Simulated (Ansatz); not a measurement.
# AlH3O (AlH2(OH)): levels of theory compared

We compute a comparison of 6 runs (HF/STO-3G, B2PLYP/STO-3G, CAM-B3LYP/STO-3G, UB3LYP/STO-3G, wB97M-V/STO-3G, CCSD/STO-3G) of AlH3O (AlH2(OH)). 

The results are computed with Ansatz 0.2.0.

56 further runs of the same task are left out: 56 set aside as unsound or not needed.

## Step 1: The structure to begin with

AlH3O has 5 atoms, charge 0, and is taken as a singlet. As SMILES, `[H][Al]([H])[OH]`. The H2–Al1 distance was set to 3.063 Å, away from the relaxed value. At this shape a bond of the SMILES string is far longer than usual.

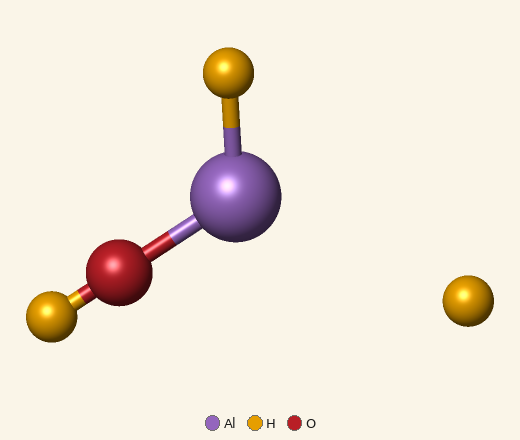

The structure, seen from a chosen angle (aluminium purple, hydrogen amber, oxygen red).

## Step 2: The energy at HF/STO-3G (run 1)

Contents of in.yaml:

```yaml
crystal:
  periodic: [false, false, false]
  atoms:
    - symbol: Al
      position_ang: [-1.255451, 0.485010, 0.002841]
    - symbol: H
      position_ang: [1.798980, 0.417230, -0.221380]
    - symbol: H
      position_ang: [-2.008241, 1.802900, -0.199699]
    - symbol: O
      position_ang: [-2.082671, -0.886140, 0.338771]
    - symbol: H
      position_ang: [-2.561501, -1.683440, 0.527911]
basis:
  gaussian: {orbitals: STO-3G}
magnetization: {spin_polarized: false}
hamiltonian: {xc: hf}
accuracy: high
```

Run with:

```bash
$ ansatz run in.yaml --threads 1 --pin off --max-ram 2610MiB --events-out events.jsonl --progress --plain --runs-dir runs
```

Log:

```text
Warning: RAYON_NUM_THREADS=1 ignored (pool sized by the plan → 1); use --threads N
Functional definition: HF
  name "HF"
  exchange = exact_x
  correlation = 0
285 factors; integrals over basis functions are off by at most 1.7e-8 eV
mean field evaluation 1: about -8547.9449 eV, gradient 2.5e1 eV
mean field evaluation 2: about -8547.9598 eV, gradient 2.5e1 eV
mean field evaluation 4: about -8552.2771 eV, gradient 4.2e0 eV
mean field evaluation 8: about -8552.4353 eV, gradient 4.2e-5 eV
mean field -8552.43527436 eV, -314.2961992838 hartree, gradient 3.0e-8 eV, S^2 0.000000; 0 other end points of the search recorded, 0 dependent functions left out
reference -8552.43527436 eV, -314.2961992838 hartree; 12, 12 occupied and 5, 5 virtual orbitals, 285 factors
Total energy: -8552.43527436 eV, -314.2961992838 hartree
```

Wall time 0.2 s (1 thread of Intel Xeon Platinum 8259CL at 2.50GHz (Skylake/Cascade Lake), shared host).

## Step 3: The energy at B2PLYP/STO-3G (run 2)

Contents of job.yaml:

```yaml
crystal:
  periodic: [false, false, false]
  atoms:
    - {symbol: Al, position_ang: [-1.255451, 0.485010, 0.002841]}
    - {symbol: H, position_ang: [1.798980, 0.417230, -0.221380]}
    - {symbol: H, position_ang: [-2.008241, 1.802900, -0.199699]}
    - {symbol: O, position_ang: [-2.082671, -0.886140, 0.338771]}
    - {symbol: H, position_ang: [-2.561501, -1.683440, 0.527911]}
basis:
  gaussian: {orbitals: STO-3G}
hamiltonian: {xc: {name: B2PLYP}}
accuracy: high
correlation: {frozen_orbitals: {Al: 5, H: 0, O: 1}}
```

Run with:

```bash
$ ansatz run job.yaml --threads 1 --pin off --max-ram 2610MiB --events-out events.jsonl --progress --plain --runs-dir runs
```

Log, cut to the lines that bear on the results:

```text
Warning: RAYON_NUM_THREADS=1 ignored (pool sized by the plan → 1); use --threads N
Functional definition: B2PLYP
  name "B2PLYP"
[...]
285 factors; integrals over basis functions are off by at most 1.7e-8 eV
[...]
mean field -8570.06755603 eV, -314.9441736837 hartree, gradient 3.5e-8 eV, S^2 0.000000; 0 other end points of the search recorded, 0 dependent functions left out; unrestricted orbitals would lower it
6 core orbitals not correlated: weight in the atoms' cores, before any rotation towards them, 1.000 or more for the frozen orbitals, at most 0.000 for the correlated occupied ones
reference -8570.06757559 eV, -314.9441744024 hartree; 6, 6 occupied and 5, 5 virtual orbitals, 285 factors
second order -5.21786426 eV of doubles, -0.00000000 eV of singles
Total energy: -8571.47639894 eV, -314.9959477056 hartree
```

Wall time 2.3 s (1 thread of Intel Xeon Platinum 8259CL at 2.50GHz (Skylake/Cascade Lake), shared host); peak memory 0.12 GiB.

Runs 3 to 4 aren't shown in full; the table further down has their settings and results.

## Step 4: A single-point energy at wB97M-V/STO-3G (run 5)

job.yaml: that of step 3 with these lines changed.

```diff
@@ -9,5 +9,8 @@
 basis:
-  gaussian: {orbitals: STO-3G}
-hamiltonian: {xc: {name: B2PLYP}}
+  gaussian:
+    orbitals: STO-3G
+hamiltonian:
+  xc: {name: wB97M-V}
 accuracy: high
-correlation: {frozen_orbitals: {Al: 5, H: 0, O: 1}}
+magnetization:
+  spin_polarized: false
```

Run with:

```bash
$ ansatz run job.yaml --threads 1 --pin off --max-ram 2610MiB --events-out events.jsonl --progress --plain --runs-dir runs
```

Log, cut to the lines that bear on the results:

```text
Warning: RAYON_NUM_THREADS=1 ignored (pool sized by the plan → 1); use --threads N
Functional definition: wB97M-V
  name "wB97M-V"
[...]
  gx(w, u) = 1 - cx + cx01*u + cx10*w
  gss(w, u) = css00 + css04*u^4 + css10*w + css20*w^2 + css43*w^4*u^3
  gos(w, u) = cos00 + cos10*w + (cos20 + cos21*u)*w^2 + (cos60 + cos61*u)*w^6
[...]
      + integral(e_c_pw_mod_opposite_spin*gos(b97_w_opposite, b97_u_opposite)) + vv10(b, c)
285 factors; integrals over basis functions are off by at most 1.7e-8 eV
127 factors; integrals over basis functions are off by at most 9.1e-10 eV
[...]
mean field -8577.83789345 eV, -315.2297283171 hartree, gradient 4.1e-8 eV, S^2 0.000000; 0 other end points of the search recorded, 0 dependent functions left out
reference -8577.83789629 eV, -315.2297284212 hartree; 12, 12 occupied and 5, 5 virtual orbitals, 285 factors
Total energy: -8577.83789629 eV, -315.2297284212 hartree
```

Wall time 14 s (1 thread of Intel Xeon Platinum 8259CL at 2.50GHz (Skylake/Cascade Lake), shared host); peak memory 0.28 GiB.

## Step 5: The energy at CCSD/STO-3G (run 6)

Contents of run.yaml:

```yaml
basis:
  gaussian:
    orbitals: STO-3G
crystal:
  periodic: [false, false, false]
  atoms:
    - symbol: Al
      position_ang: [-1.255451, 0.485010, 0.002841]
    - symbol: H
      position_ang: [1.798980, 0.417230, -0.221380]
    - symbol: H
      position_ang: [-2.008241, 1.802900, -0.199699]
    - symbol: O
      position_ang: [-2.082671, -0.886140, 0.338771]
    - symbol: H
      position_ang: [-2.561501, -1.683440, 0.527911]
correlation:
  method: ccsd
  frozen_orbitals: {Al: 5, H: 0, O: 1}
accuracy: high
scf:
  omitted_lower_state_checks: [cluster_reference, increment]
```

Run with:

```bash
$ ansatz run run.yaml --threads 1 --pin off --max-ram 2610MiB --events-out events.jsonl --progress --plain --runs-dir runs
```

Log, cut to the lines that bear on the results:

```text
Warning: RAYON_NUM_THREADS=1 ignored (pool sized by the plan → 1); use --threads N
Functional definition: HF
  name "HF"
[...]
285 factors; integrals over basis functions are off by at most 1.7e-8 eV
[...]
mean field -8552.43527436 eV, -314.2961992838 hartree, gradient 3.0e-8 eV, S^2 0.000000; 0 other end points of the search recorded, 0 dependent functions left out; unrestricted orbitals would lower it
6 core orbitals not correlated: weight in the atoms' cores, before any rotation towards them, 1.000 or more for the frozen orbitals, at most 0.000 for the correlated occupied ones
reference -8552.43527436 eV, -314.2961992838 hartree; 6, 6 occupied and 5, 5 virtual orbitals, 285 factors
second order -3.27220500 eV of doubles, -0.00000000 eV of singles
cycle   1  -3.10384434 eV  change   -9.6e-1 eV  update   1.5e-1
[...]
cycle  27  -5.00322951 eV  change  -4.0e-10 eV  update  5.1e-10
WARN: these amplitudes may be one of several solutions (largest doubles amplitude 0.67, level shift 7.03 eV)
Total energy: -8557.43850387 eV, -314.4800645771 hartree
Checks for a lower state left out: cluster_reference, increment
```

It took 0.47 s on 1 thread of Intel Xeon Platinum 8259CL at 2.50GHz (Skylake/Cascade Lake), shared host.

## Step 6: Overview of the runs

```tsv
run	level	frozen core orbitals	energy (Eh)	wall time
1	HF/STO-3G	–	-314.296199	0.2 s
2	B2PLYP/STO-3G	6	-314.995948	2.3 s
3	CAM-B3LYP/STO-3G	–	-315.165081	2 s
4	UB3LYP/STO-3G	–	-315.270207	6.6 s
5	wB97M-V/STO-3G	–	-315.229728	14 s
6	CCSD/STO-3G	6	-314.480065	0.47 s
```

## Step 7: Summary of results

| quantity | value |
| --- | --- |
| run 6: total energy | -314.48006 Eh |
| run 6: correlation energy (6 core orbitals frozen) | -183.9 mEh |
| run 6: T1 diagnostic | 0.067 |

In words: Totals of different functionals can't be ranked against each other. In run 6 the T1 diagnostic is large, so a single reference may not serve. In runs 2, 6 the log says that unrestricted orbitals would lower the reference, so the values rest on an unstable closed-shell determinant (other closed-shell runs at this shape may share the fault). In runs 1, 2, 3, 4, 5, 6 the basis is minimal, so the values are rough. Spin contamination of the reference: run 4 ⟨S²⟩ = 0.74. Where it is this large, the reference is a mixture of spin states, and values that rest on it are in doubt. All runs together took 26 s, the longest 14 s.
